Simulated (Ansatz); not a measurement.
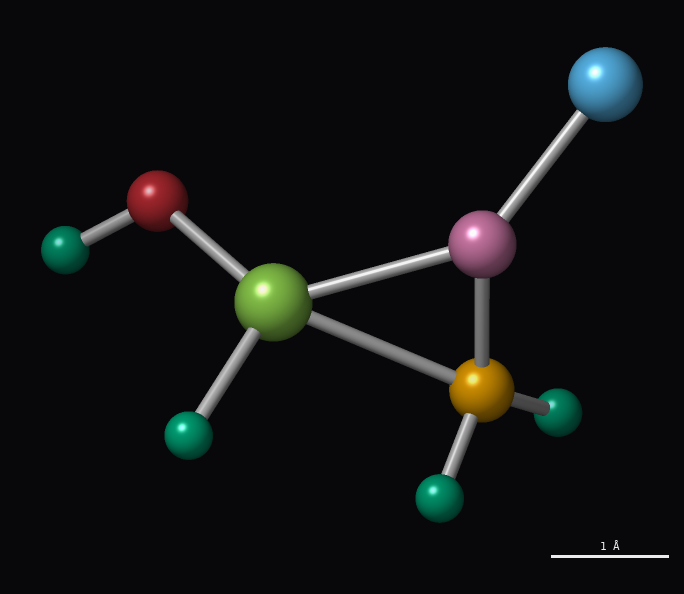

Rendered structure (ball-and-stick style). Colours: oxygen red, silicon green, carbon orange, boron pink, chlorine blue, hydrogen teal.

Computed geometry: PBE0-D4/def2-TZVP optimisation.

Identify the structure.

Formula CH4BClOSi. Its SMILES string is `O[Si@H]1CB1Cl`. Independent rings (smallest set): 1 of 3 members. Among its groups: Si–H bond, Si–O bond. This geometry has C1 symmetry. Coordination, clear cases only: 1 O bent.

The parts below concern this one geometry. Atoms keep their numbers from picture to picture.

## Geometry

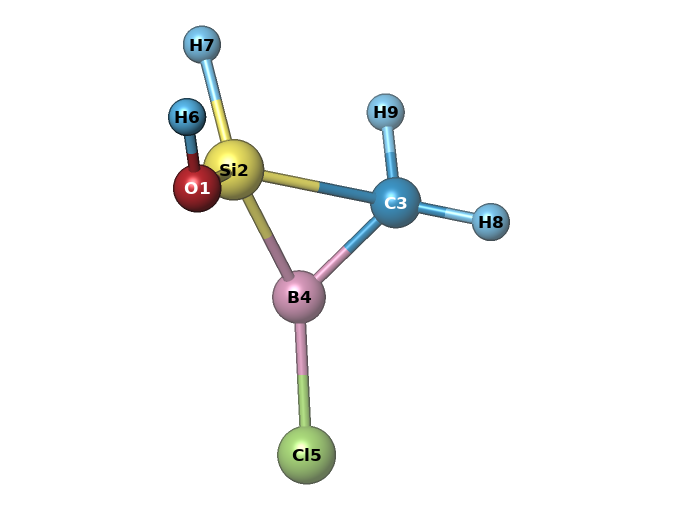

Si2 lies behind O1. The molecule seen a little off the O1–Si2 bond, O1 in front. Distant atoms are faded towards the background colour.

What is the torsion angle H6–O1–Si2–C3? The sign is positive where the front bond must turn clockwise to cover the back bond.

Answer. 107°, anticlinal.

## Vibrations

Harmonic vibrations computed with RKS PBE0-D4/def2-TZVP (Ansatz 0.2.0) at a stationary point of the same level.

List the wavenumbers.

Answer. 21 modes: 108, 202, 240, 276, 280, 414, 505, 569, 650, 689, 783, 849, 872, 939, 1018, 1239, 1417, 2232, 3086, 3167, 3915 cm⁻¹.

## Thermal motion

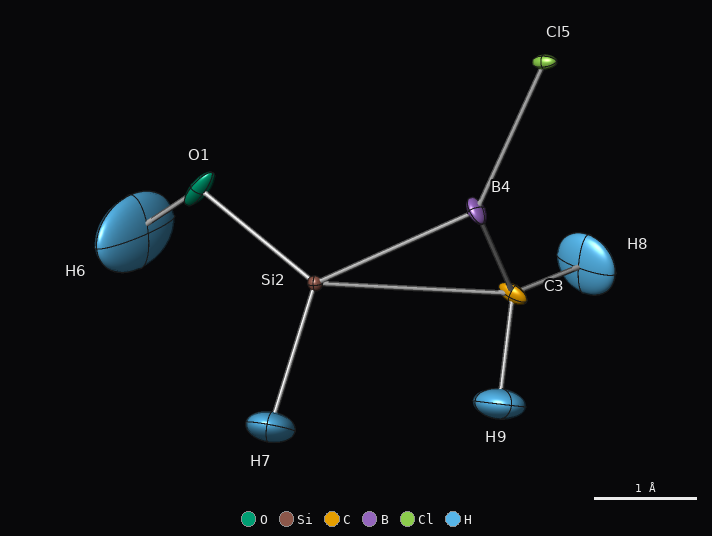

Displacement ellipsoids at the 50 % level, from the internal vibrations of the free molecule (harmonic, no overall translation or rotation; no half-axis is drawn under 0.075 Å). Vibrations computed with RKS PBE0-D4/def2-TZVP (Ansatz 0.2.0). Temperature: 400 K.

List U_eq and the three principal root-mean-square amplitudes for each kind of atom.

| atom | U_eq (Å²) | rms amplitudes (Å) |
| --- | --- | --- |
| O1 | 0.0099 | 0.032, 0.072, 0.153 |
| Si2 | 0.0020 | 0.035, 0.047, 0.051 |
| C3 | 0.0057 | 0.042, 0.065, 0.105 |
| B4 | 0.0056 | 0.043, 0.074, 0.097 |
| Cl5 | 0.0029 | 0.018, 0.027, 0.087 |
| H6 | 0.0766 | 0.109, 0.245, 0.397 |
| H7 | 0.0317 | 0.097, 0.159, 0.246 |
| H8 | 0.0341 | 0.084, 0.205, 0.231 |
| H9 | 0.0268 | 0.097, 0.167, 0.208 |

## Electronic properties

Properties computed with RKS HSE06 (plane-wave form)-D4/def2-TZVPP (Ansatz 0.2.0).

What is the HOMO energy (Kohn–Sham orbital)?

Answer. −6.43 eV.

Estimate the LUMO energy (Kohn–Sham orbital).

Answer. −1.65 eV.

What is the dispersion correction?

Answer. −16.2 kJ/mol.
